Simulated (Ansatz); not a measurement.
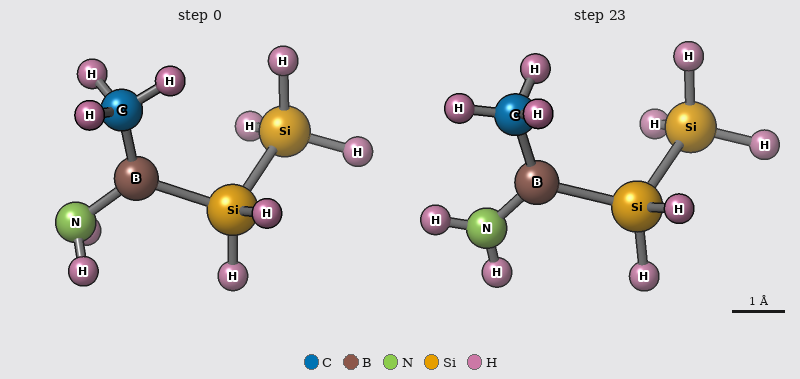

The structure of CH$_{10}$BNSi$_{2}$ before (left) and after (right) a relaxation, at one scale.

A ball-and-stick model, seen at a tilt.

The run prepares an end point of a later path (inversion) calculation, from a guessed geometry.

All numbers below come from RKS PBE0/6-31G* in Ansatz. Set-up: no spin polarisation; force threshold 0.015 eV/Å; at most 40 steps.

What changed between the two?

Answer. The atom that moves furthest after the best rigid fit is an H atom (1.39 Å). Largest moves by element: H 1.39 Å, N 0.24 Å, Si 0.24 Å, C 0.20 Å, B 0.10 Å. Near-neighbour distances that change, for instance: Si–Si 2.197 → 2.343 Å, B–N 1.522 → 1.396 Å, H–Si 1.422 → 1.500 Å, B–C 1.523 → 1.579 Å. Bond angles that change, for instance: B–N–H 103.6° → 124.1°, B–N–H 105.1° → 122.6°, H–N–H 105.0° → 113.3°. Groups turn about B–C by about 60°. After 22 accepted moves (23 points after the start) the energy has fallen by 176.5 kJ/mol. Largest force component: 2.1 eV/Å at the start, 0.012 eV/Å at the end. The line search rejected the trial step at point 11 of the run.
